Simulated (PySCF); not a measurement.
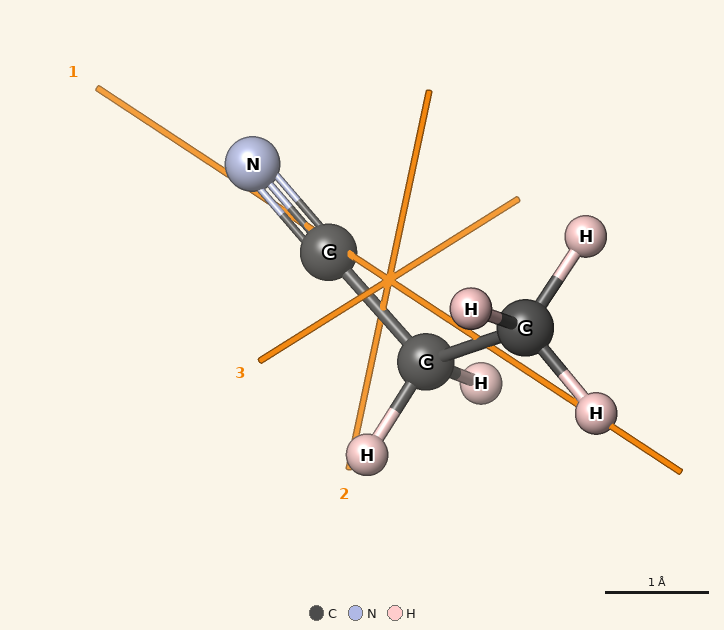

The three principal axes of inertia are drawn and numbered. Distant atoms are faded towards the background colour. The computed structure is the end point of a PBE0-D3(BJ)/def2-SVP optimisation. No frequency run is at hand to confirm it as a minimum. Masses are those of the most abundant isotopes; constants are for the rigid equilibrium geometry.

> Which line is the a axis (least moment of inertia), which b and which c?

a is line 1, b is line 2, c is line 3; the moments are 18.0, 108, 119 u Å².

> What kind of rotor is it, and what are its rotational constants in MHz?

An asymmetric top (Cs): A = 28112, B = 4690, C = 4232 MHz. Ray's parameter κ is −0.96, close to the prolate limit.
